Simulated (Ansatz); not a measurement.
## MgBe3S4, from a guessed structure to a relaxed one

This structure for MgBe3S4 is made up. Its elements were placed in a known structure type with a cell scaled to their sizes. What cell does the guess relax to, and how far off was it?

Program: Ansatz 0.2.0. Level of theory: DFT, PBE, plane-wave PAW, files of the set soft_1, scalar-relativistic, no spin, cell and ions relaxed at zero pressure; PAW set soft_1, in the first sound run; inputs show where later runs differ. Results are calculated unless marked as measured.

## Step 1: Set-up

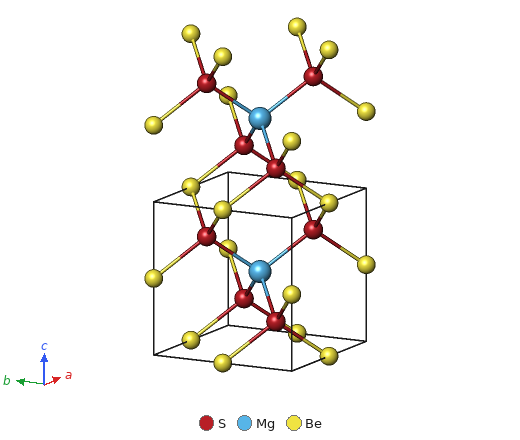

The starting structure, seen from a free direction (sulfur red, magnesium blue, beryllium yellow). 1×1×2 cells are drawn. Some periodic images of atoms are drawn too.

## Step 2: Relaxing cell and atoms

The guess takes its coordinates from another compound and its volume from a rule, so the cell and any free coordinates are relaxed together.

Input file input.yaml:

```yaml
crystal:
  lattice:
    - [5.262, 0.0, 0.0]
    - [0.0, 5.262, 0.0]
    - [0.0, 0.0, 5.262]
  atoms:
    - { symbol: S, position: [0.2489, 0.2489, 0.2489] }
    - { symbol: S, position: [0.2489, 0.7511, 0.7511] }
    - { symbol: S, position: [0.7511, 0.2489, 0.7511] }
    - { symbol: S, position: [0.7511, 0.7511, 0.2489] }
    - { symbol: Mg, position: [0.5, 0.5, 0.5] }
    - { symbol: Be, position: [0.5, 0.0, 0.0] }
    - { symbol: Be, position: [0.0, 0.5, 0.0] }
    - { symbol: Be, position: [0.0, 0.0, 0.5] }
kpoints:
  mp_grid: { grid: [5, 5, 5] }
scf:
  occupations: { method: fermi_dirac, width: 0.05 }
hamiltonian:
  xc: pbe
  pseudopotentials: { kind: paw, azcp: { folder: soft_1 } }
relax:
  f_tol: 0.015
  max_steps: 70
  cell: {}
output:
  forces: true
  stress: true
```

On the command line:

```
$ ansatz run input.yaml --threads 4 --pin off --max-ram 10240MiB --backend cpu --events-out ev --progress --plain --runs-dir out
```

Numbers of over 12 decimals in the logs are rounded to 6 here.

Log:

```text
Engine: ansatz 0.2.0, x86_64-unknown-linux-gnu
Pseudopotentials: kind: paw
Pseudopotential: S, paw, valence charge 6, recommended cutoff 420 eV (normal), soft_1/S.paw.azcp
Pseudopotential: Mg, paw, valence charge 10, recommended cutoff 420 eV (normal), soft_1/Mg.paw.azcp
Pseudopotential: Be, paw, valence charge 2, recommended cutoff 420 eV (normal), soft_1/Be.paw.azcp
Functional definition: PBE
  parameter kappa = 0.804
  parameter beta = 0.066725
  exchange = pbe_x(kappa = kappa, mu = beta*pi^2/3)
  correlation = pbe_c(beta = beta)
Crystal: 8 atoms, lattice volume = 145.698 Å³
Basis set: ecut = 420 eV, 2897 PW (Γ), exchange–correlation on 72×72×72 points (8 copies of the dense FFT grid, shifted against one another)
Bands: 28, of which v1, the nominal top of the filled ones, is band 20 counted from 1 (19 counted from 0)
Symmetry: 24 space group operations
Space group: P-43m (ITA 215), of the structure as read, at distance tolerance 5.3e-5 Å
k-points: 10 of 125 (time reversal used)
Non-local potential: S, projectors of the file, l = 0: 2, l = 1: 2, l = 2: 1
Non-local potential: Mg, projectors of the file, l = 0: 3, l = 1: 2, l = 2: 1
Non-local potential: Be, projectors of the file, l = 0: 2, l = 1: 2, l = 2: 1
PAW form: soft (Blöchl's): semilocal exchange-correlation on the pseudo side does not see the compensation charge
PAW one-centre angular grid: S, 110 points (default); XC on 64 Gauss nodes
PAW one-centre angular grid: Mg, 110 points (default); XC on 64 Gauss nodes
PAW one-centre angular grid: Be, 110 points (default); XC on 64 Gauss nodes
Initial density: superposition of atomic densities (chi_scale 0.1, normalization cell, long waves kept (reshape's long-wave potential 0.03 eV rms))
Initial wavefunctions: pseudopotential atomic-orbital guess
Functional: x = pbe(κ = 0.804, μ = 0.219515), c = pbe(β = 0.066725)
SCF iter   1: F=—  HF=-5818.848353 eV  |F-HF|=—  |Δ(HF+E_count)|=         —  Δρ=4.19e-2  dr2=3.26e0  ethr=3.10e-3  ⟨swp⟩=10.3  Hψ=1784  notcnv=0
preconditioner: auto → Resta (q_TF=auto, 2.200 Å⁻¹)  ε∞=3.8  [insulator: Δε(μ)=3.826 eV  Ē_g=10.360 eV  σ=0.050 eV  W_gap=1.00  n_scr=26 (ndim 8)  ℏωp=17.4 eV  f_vac=0.000  D(μ)=0.00/eV (n_scr^D=0)  ε∞_Penn≈3.8]
SCF iter   2: F=—  HF=-5818.098619 eV  |F-HF|=—  |Δ(HF+E_count)|=   7.50e-1  Δρ=2.16e-2  dr2=7.52e-1  ethr=3.10e-3  ⟨swp⟩=3.0  Hψ=646  notcnv=0  defer=26
SCF iter   3: F=—  HF=-5817.979557 eV  |F-HF|=—  |Δ(HF+E_count)|=   1.19e-1  Δρ=4.42e-3  dr2=4.27e-2  ethr=1.88e-3  ⟨swp⟩=2.8  Hψ=425  notcnv=0  defer=26
SCF iter   4: F=—  HF=-5817.986773 eV  |F-HF|=—  |Δ(HF+E_count)|=   7.22e-3  Δρ=1.07e-3  dr2=1.70e-3  ethr=1.07e-4  ⟨swp⟩=2.3  Hψ=462  notcnv=0  defer=26
SCF iter   5: F=—  HF=-5817.989108 eV  |F-HF|=—  |Δ(HF+E_count)|=   2.34e-3  Δρ=3.29e-4  dr2=1.77e-4  ethr=4.25e-6  ⟨swp⟩=2.1  Hψ=436  notcnv=0  defer=26
SCF iter   6: F=—  HF=-5817.989347 eV  |F-HF|=—  |Δ(HF+E_count)|=   2.39e-4  Δρ=6.59e-5  dr2=4.18e-6  ethr=4.41e-7  ⟨swp⟩=2.0  Hψ=454  notcnv=0  defer=26
SCF iter   7: F=—  HF=-5817.989999 eV  |F-HF|=—  |Δ(HF+E_count)|=   6.52e-4  Δρ=1.62e-5  dr2=4.45e-7  ethr=1.05e-8  ⟨swp⟩=2.0  Hψ=477  notcnv=0  defer=26
SCF iter   8: F=-5817.990000 eV  HF=-5817.990000 eV  |F-HF|=3.23e-8  |Δ(HF+E_count)|=   1.14e-6  Δρ=3.27e-6  dr2=2.02e-8  ethr=2.50e-10  ⟨swp⟩=5.4  Hψ=1025  notcnv=0
SCF 1 converged in 8 iterations: F = -5817.990000 eV  dr2 = 2.02e-8
  greatest PAW one-centre occupation: 1.000 electrons in one spin orbital (limit 2), on the Mg atom at site 4 (counted from 0), in its partial waves of l = 0
relax step   1: F+E_penalty+E_count = -5817.99000014 eV  Δ(F+E_penalty+E_count) = +0.000e0 eV  max|allowed force component| = 1.283e0 eV/Å  Δτ_max = 0.0000 Å  P = -4.949 GPa  Ω = 145.698 Å³  (8 SCF iters, dr2 threshold 1.00e-7 eV, accepted)
Crystal: 8 atoms, lattice volume = 132.082 Å³
Basis set: ecut = 420 eV, 2553 PW (Γ), exchange–correlation on 72×72×72 points (8 copies of the dense FFT grid, shifted against one another)
Initial density: handed on by an earlier stage of this run
Initial wavefunctions: those handed on with the density
iter 1 solved again at ethr=4.33e-4 eV; its pass at ethr=3.10e-3 eV (dr2=1.73e-1 eV) is discarded
SCF iter   1: F=—  HF=-5818.991896 eV  |F-HF|=—  |Δ(HF+E_count)|=         —  Δρ=1.06e-2  dr2=1.75e-1  ethr=4.33e-4  ⟨swp⟩=1.2  Hψ=1697  notcnv=0
preconditioner: auto → Resta (q_TF=auto, 2.236 Å⁻¹)  ε∞=4.0  [insulator: Δε(μ)=3.217 eV  Ē_g=10.638 eV  σ=0.050 eV  W_gap=1.00  n_scr=26 (ndim 8)  ℏωp=18.3 eV  f_vac=0.000  D(μ)=0.00/eV (n_scr^D=0)  ε∞_Penn≈4.0]
SCF iter   2: F=—  HF=-5818.955291 eV  |F-HF|=—  |Δ(HF+E_count)|=   3.66e-2  Δρ=5.79e-3  dr2=5.21e-2  ethr=4.33e-4  ⟨swp⟩=2.1  Hψ=361  notcnv=0
SCF iter   3: F=—  HF=-5818.945101 eV  |F-HF|=—  |Δ(HF+E_count)|=   1.02e-2  Δρ=7.66e-4  dr2=9.05e-4  ethr=1.30e-4  ⟨swp⟩=2.7  Hψ=471  notcnv=0
SCF iter   4: F=—  HF=-5818.945540 eV  |F-HF|=—  |Δ(HF+E_count)|=   4.40e-4  Δρ=2.50e-4  dr2=1.24e-4  ethr=2.26e-6  ⟨swp⟩=2.0  Hψ=440  notcnv=0
SCF iter   5: F=—  HF=-5818.945563 eV  |F-HF|=—  |Δ(HF+E_count)|=   2.30e-5  Δρ=5.89e-5  dr2=5.40e-6  ethr=3.11e-7  ⟨swp⟩=2.0  Hψ=413  notcnv=0
SCF iter   6: F=-5818.945574 eV  HF=-5818.945574 eV  |F-HF|=2.35e-7  |Δ(HF+E_count)|=   1.02e-5  Δρ=1.45e-5  dr2=3.59e-7  ethr=2.00e-9  ⟨swp⟩=5.3  Hψ=1033  notcnv=0
SCF 2 converged in 6 iterations: F = -5818.945574 eV  dr2 = 3.59e-7
relax step   2: F+E_penalty+E_count = -5818.94557379 eV  Δ(F+E_penalty+E_count) = -9.556e-1 eV  max|allowed force component| = 3.410e-3 eV/Å  Δτ_max = 0.1586 Å  P = -0.023 GPa  Ω = 132.082 Å³  energy of the carried Pulay correction = +1.024e-3 eV  (6 SCF iters, dr2 threshold 8.00e-7 eV, accepted)
Initial wavefunctions: pseudopotential atomic-orbital guess (no wavefunctions were taken with the density)
iter 1 solved again at ethr=5.47e-6 eV; its pass at ethr=3.10e-3 eV (dr2=2.19e-3 eV) is discarded
SCF iter   1: F=—  HF=-5818.944769 eV  |F-HF|=—  |Δ(HF+E_count)|=         —  Δρ=4.45e-5  dr2=5.59e-7  ethr=5.47e-6  ⟨swp⟩=3.3  Hψ=2449  notcnv=0
eigensolver tolerance schedule: the retry pair's looser diagonalisation over-reported the residual by 3910.12 of it (diagonalisation noise at an unbounded share of the residual, at the tolerance the schedule requests for it); recorded, not acted on — ethr = c·dr2/N_el stays at c = 1.0e-1
preconditioner: auto → Resta (q_TF=auto, 2.236 Å⁻¹)  ε∞=3.9  [insulator: Δε(μ)=3.237 eV  Ē_g=10.648 eV  σ=0.050 eV  W_gap=1.00  n_scr=26 (ndim 8)  ℏωp=18.3 eV  f_vac=0.000  D(μ)=0.00/eV (n_scr^D=0)  ε∞_Penn≈3.9]
SCF iter   2: F=—  HF=-5818.944736 eV  |F-HF|=—  |Δ(HF+E_count)|=   3.35e-5  Δρ=2.32e-5  dr2=1.63e-7  ethr=1.40e-9  ⟨swp⟩=3.2  Hψ=609  notcnv=0
SCF iter   3: F=—  HF=-5818.944737 eV  |F-HF|=—  |Δ(HF+E_count)|=   9.42e-7  Δρ=3.01e-6  dr2=1.62e-8  ethr=4.07e-10  ⟨swp⟩=2.0  Hψ=440  notcnv=0
SCF iter   4: F=—  HF=-5818.944737 eV  |F-HF|=—  |Δ(HF+E_count)|=   1.95e-8  Δρ=1.13e-6  dr2=2.73e-9  ethr=4.04e-11  ⟨swp⟩=2.0  Hψ=404  notcnv=0
SCF iter   5: F=-5818.944737 eV  HF=-5818.944737 eV  |F-HF|=9.73e-11  |Δ(HF+E_count)|=   5.27e-9  Δρ=3.07e-7  dr2=6.39e-11  ethr=1.00e-12  ⟨swp⟩=4.0  Hψ=1277  notcnv=0
SCF 3 converged in 5 iterations: F = -5818.944737 eV  dr2 = 6.39e-11
relax step   3: F+E_penalty+E_count = -5818.94473659 eV  Δ(F+E_penalty+E_count) = +8.372e-4 eV  max|allowed force component| = 3.429e-3 eV/Å  Δτ_max = 0.0000 Å  P = -0.026 GPa  Ω = 132.082 Å³  stress off target by 2.64e-2 GPa  SCF on the basis re-selected at this cell (its energy is not comparable with the rows above)  (5 SCF iters)
basis re-selected at this cell: Δ(F+E_penalty+E_count) = +8.372e-4 eV, ΔP = -0.004 GPa vs the last step (what re-selecting the basis moved, of the pressure what is left beyond the Pulay correction that the steps carried, after the strain that the cell walked since its last selection, with what the two solves' SCF thresholds leave and, on support functions, any second-order correction that the steps lacked; it is no m [...]
SCF converged after 5 iterations
Free energy (F): -5818.944737 eV
Harris-Foulkes:  -5818.944737 eV  (|F-HF|=9.73e-11)
Internal energy: -5818.944737 eV  (E = F + TS)
E sigma→0 (E₀):  -5818.944737 eV
Fermi energy:    6.225091 eV
--- Per-component energies (eV) ---
  E_band       = -358.598986
  E_kinetic    = 555.988593
  E_local      = -2430.328073  (includes V_loc(G=0)·N_el)
  E_nonlocal   = 342.855760
  E_hartree    = 843.261508
  E_xc         = -444.653759
  E_vxc        = -428.762991  (∫ρ·V_xc dr)
  E_paw        = -2910.784172  (= ΣΔE_a)
  E_vpaw       = -84.875174  (= ΣTr[D̂ρ^β])
  E_aug_tail   = -0.000157  (compensation charges beyond the density's cutoff)
  E_ewald      = -1775.284437
  E_smearing   = -0.000000  (= −TS)
  E_closure    = 0.000000  (closes the sum)
  Σ components = -5818.944737   (vs F -5818.944737, Δ=0.00e0)
--- Forces (eV/Å), atoms counted from 1 ---
  atom   1  S      0.00342894     0.00342894     0.00342894
  atom   2  S      0.00342894    -0.00342894    -0.00342894
  atom   3  S     -0.00342894     0.00342894    -0.00342894
  atom   4  S     -0.00342894    -0.00342894     0.00342894
  atom   5  Mg     0.00000000     0.00000000     0.00000000
  atom   6  Be     0.00000000    -0.00000000     0.00000000
  atom   7  Be     0.00000000     0.00000000     0.00000000
  atom   8  Be     0.00000000     0.00000000     0.00000000
  max |Σ_I F_I| component: 1.28e-16 eV/Å
--- Stress (GPa, compression-positive) ---
       -0.026444       0.000000      -0.000000
        0.000000      -0.026444       0.000000
       -0.000000       0.000000      -0.026444
  P = ⅓ Tr σ = -0.0264 GPa (-0.264 kbar)
--- Relaxed structure (2 steps of the walk, 2 accepted, 1 SCFs on fresh bases) ---
  F+E_penalty+E_count = -5818.94473659 eV   max|allowed force component| = 3.429e-3 eV/Å   (the final SCF, on the basis selected at the relaxed cell)
  cell:  # Å, volume = 132.0824 Å³
    - [5.092702, 0, 0]
    - [0, 5.092702, 0]
    - [0, 0, 5.092702]
  atoms:
    - { symbol: S, position: [0.231500, 0.231500, 0.231500] }
    - { symbol: S, position: [0.231500, 0.768500, 0.768500] }
    - { symbol: S, position: [0.768500, 0.231500, 0.768500] }
    - { symbol: S, position: [0.768500, 0.768500, 0.231500] }
    - { symbol: Mg, position: [0.500000, 0.500000, 0.500000] }
    - { symbol: Be, position: [0.500000, 0, -6.593399756658329e-19] }
    - { symbol: Be, position: [-6.5933997566583235e-19, 0.500000, -6.593399756658336e-19] }
    - { symbol: Be, position: [-6.5933997566583235e-19, 0, 0.500000] }
```

It took 1.2 s on 4 threads of AMD EPYC 9B45 (Zen 5), shared host; peak memory 0.43 GiB.

Step by step:

```
step  energy less that of the first step (eV)  largest force component (eV/Å)  pressure (GPa)  volume (Å³)
   1                                   0.0000                          1.2832           -4.95       145.70
   2                                  -0.9556                          0.0034           -0.02       132.08
  3*                                  -0.9547                          0.0034           -0.03       132.08
```

Relaxation steps marked * repeat the geometry before them on a plane-wave basis chosen anew for their cell, so energy and pressure can jump there.

The run keeps the 24 symmetry operations that it works with, so distortions that break them were not tested.

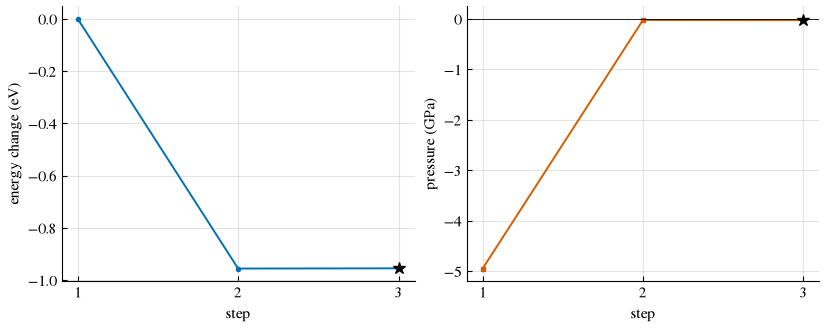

Energy and pressure along the relaxation. Stars mark steps on a basis chosen anew.

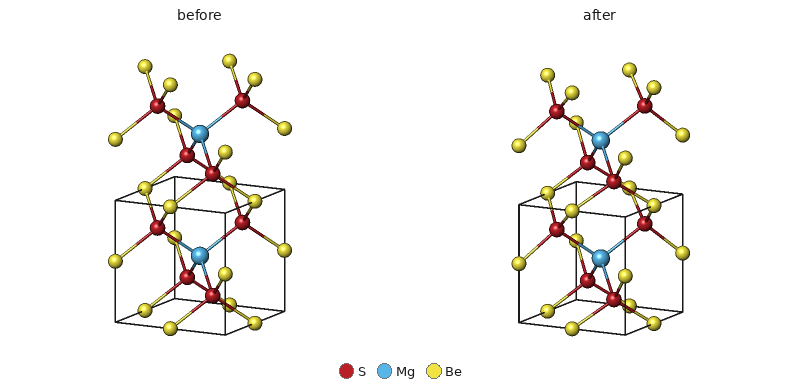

The structure before and after the relaxation, drawn at the same scale.

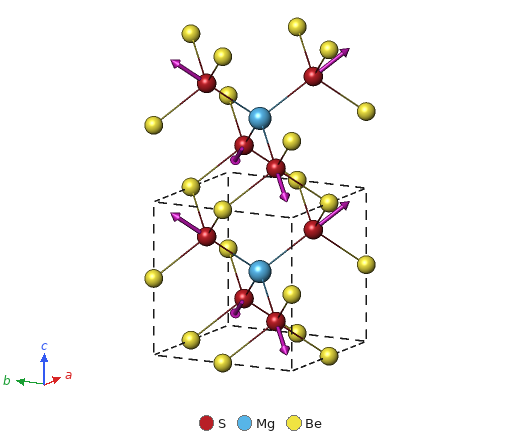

Displacements in the relaxation, exaggerated, measured against the changing cell; the longest in the cell stands for 0.15 Å. 1×1×2 cells are drawn. Some periodic images of atoms are drawn too.

```
conventional cell, symmetrised  before  after  change
                         a (Å)   5.262  5.093  -3.2 %
                         b (Å)   5.262  5.093  -3.2 %
                         c (Å)   5.262  5.093  -3.2 %
              volume (Å³/atom)   18.21  16.51  -9.3 %
```

The atoms that moved most (Å, as changes of fractional coordinates times the final cell):

```csv
atom,dx,dy,dz,length
S2,-0.089,0.089,0.089,0.153
S3,0.089,-0.089,0.089,0.153
S4,0.089,0.089,-0.089,0.153
S1,-0.089,-0.089,-0.089,0.153
```

Numbers from this step:

* free energy: -5818.9447 eV
* Fermi energy: 6.225 eV
* gap by band count: 3.237 eV
* electrons: 40
* symmetry operations: 24
* pressure: -0.02644 GPa

Shortest distances by pair of elements, guess and relaxed (not always the same contact):

| pair | guess (Å) | relaxed (Å) |
| --- | --- | --- |
| Be–S | 2.275 | 2.156 |
| Mg–S | 2.289 | 2.368 |
| S–S | 3.704 | 3.335 |
| Be–Mg | 3.721 | 3.601 |
| Be–Be | 3.721 | 3.601 |

The relaxation ends with a largest force component of 0.0034 eV/Å and a pressure of -0.03 GPa.

[end of part 1 of 2]

[Logs are printed without paths, hosts, clocks, repeated set-up lines and the standing remarks that a program may print on its own settings, such as how far it seeks lower states.]

[Hosts, paths, dates, database ids (printed as entryN), source tags and the programs' standing remarks are cut or masked in the printed files.]
